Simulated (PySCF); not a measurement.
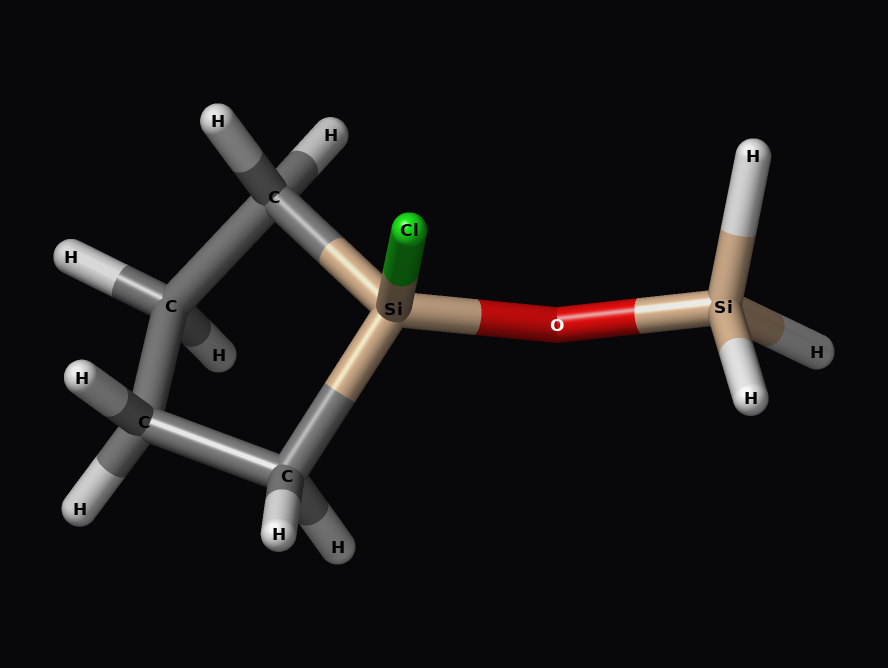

A stick model of a molecule.

**Count the atoms of each element.**

C4H11ClOSi2, 19 atoms: 4 carbon, 11 hydrogen, 1 chlorine, 1 oxygen and 2 silicon.

**How many bonds of each kind are drawn?**

8 C–H, 3 C–C, 3 Si–H, 2 O–Si, 2 C–Si, 1 Cl–Si.

**Give a SMILES string for it.**

[SiH3]O[Si]1(Cl)CCCC1

**Name functional groups in it.**

Among them: Si–H bond, Si–O bond.

**Describe its rings.**

Independent rings (smallest set): 1 of 5 members.

The parts below concern this one geometry. Atoms keep their numbers from picture to picture. The geometry was computed by an optimisation with PBE0-D3(BJ)/def2-SVP. No frequency run is at hand to confirm it as a minimum.

Shape

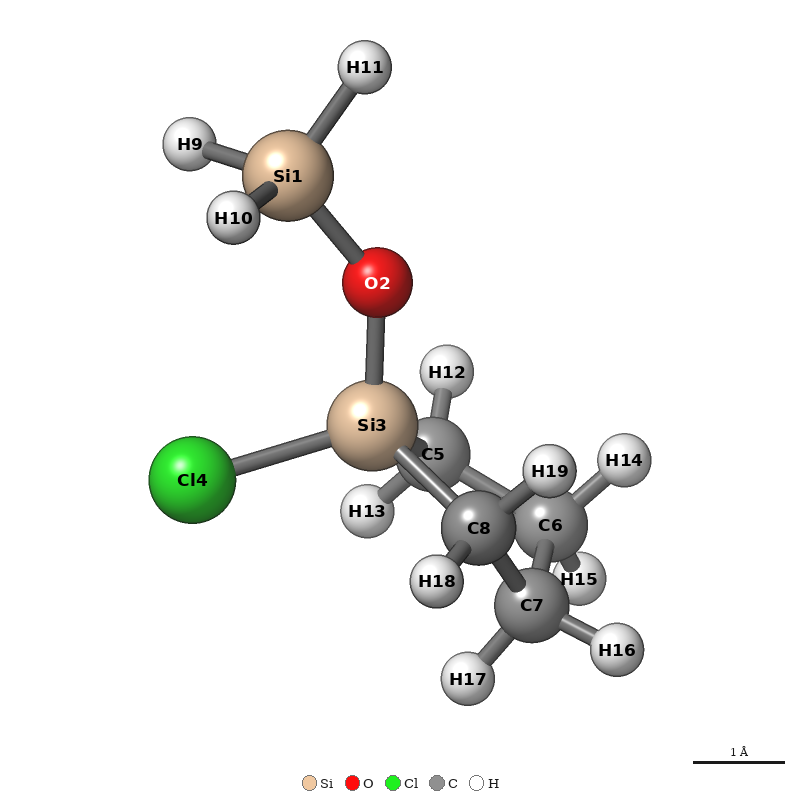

The atoms are numbered. No frequency run is at hand to confirm it as a minimum.

**What is the geometry at Si3?**

Si3 has 4 neighbours (O2 at 1.65, Cl4 at 2.09, C5 at 1.88, C8 at 1.87 Å); the arrangement is tetrahedral.

**Describe the coordination of atom 6.**

C6 has 4 neighbours (C5 at 1.54, C7 at 1.54, H14 at 1.10, H15 at 1.10 Å); the arrangement is tetrahedral.

**How are the neighbours of atom 1 arranged?**

Si1 has 4 neighbours (O2 at 1.67, H9 at 1.49, H10 at 1.49, H11 at 1.49 Å); the arrangement is tetrahedral.

**Describe the coordination of atom 8.**

C8 has 4 neighbours (Si3 at 1.87, C7 at 1.54, H18 at 1.10, H19 at 1.10 Å); the arrangement is tetrahedral.

**What is the dihedral angle O2–Si3–C5–C6?**

110° in size, that is anticlinal.

Electronic properties

No frequency run is at hand to confirm it as a minimum. Level of theory: PBE0/pcSseg-1 in water (IEF-PCM) (PySCF 2.14.0).

**Estimate the LUMO energy (Kohn–Sham orbital).**

0.37 eV.

**Estimate the dipole moment.**

2.17 D.

**Give the HOMO energy (Kohn–Sham orbital) at this level.**

−7.79 eV.

Excitation

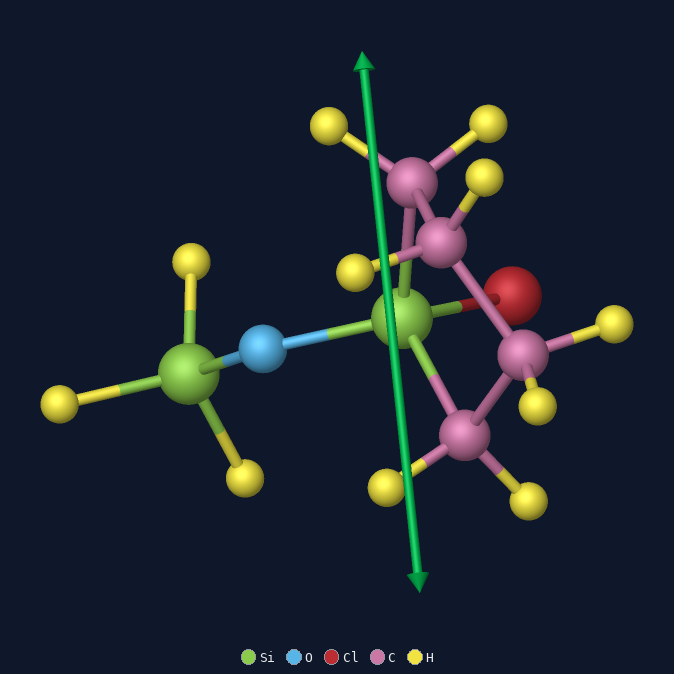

The double arrow shows the direction of the transition dipole to excited singlet state 3 (its length means nothing). No frequency run is at hand to confirm it as a minimum. Properties computed with TDDFT CAM-B3LYP/def2-SVPD, vertical, IEF-PCM acetonitrile (non-equilibrium linear response), core orbitals frozen in the response (PySCF 2.14.0).

**Where does the transition lie, and how strong is it?**

7.77 eV (160 nm), oscillator strength 0.018, mainly HOMO → LUMO+2 (weight 0.77); transition dipole 0.79 D.

NMR shielding

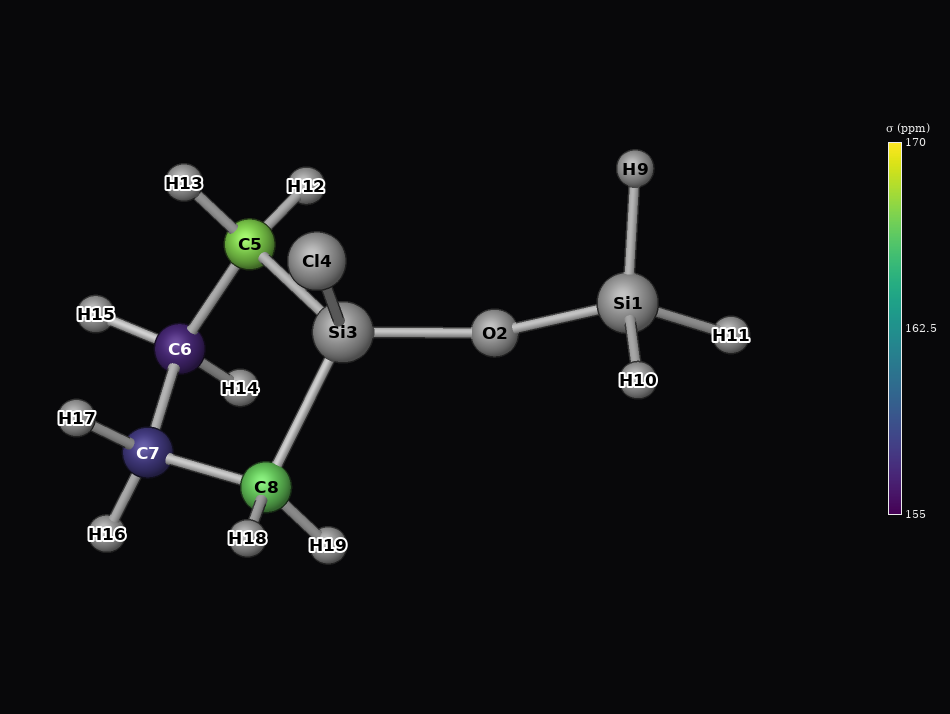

Atoms are coloured by their isotropic NMR shieldings (C only, the others grey). No frequency run is at hand to confirm it as a minimum. Level of theory: GIAO PBE0/pcSseg-1 NMR shielding, non-relativistic, gas phase (PySCF 2.14.0).

**Which C atom is the most shielded (lowest chemical shift)?**

C5 (167.2 ppm).

**Which C atom is the least shielded (highest chemical shift)?**

C6 (156.6 ppm).

**How wide is the range of C shifts?**

10.6 ppm.

Give the isotropic NMR shieldings of the C atoms atom by atom.

```json
{"atom": "C5", "σ (ppm)": "167.2"}
{"atom": "C6", "σ (ppm)": "156.6"}
{"atom": "C7", "σ (ppm)": "157.6"}
{"atom": "C8", "σ (ppm)": "166.5"}
```

Quadrupole coupling

No frequency run is at hand to confirm it as a minimum. Electric field gradients from the ground-state density, PBE0/pcSseg-1 in acetonitrile (IEF-PCM) (PySCF 2.14.0), non-relativistic apart from any core potentials.

Give the largest field-gradient component, the quadrupole coupling constant and the asymmetry for 17O at O2 (Q = −25.6 mb), 35Cl at Cl4 (Q = −81.7 mb), 2H at H9 (Q = 2.86 mb), 2H at H10 (Q = 2.86 mb).

| atom | V_zz (a.u.) | e²qQ/h (MHz) | η |
| --- | --- | --- | --- |
| O2 | 1.082 | −6.51 | 0.32 |
| Cl4 | 1.947 | −37.4 | 0.06 |
| H9 | 0.138 | 0.093 | 0.05 |
| H10 | 0.138 | 0.093 | 0.05 |
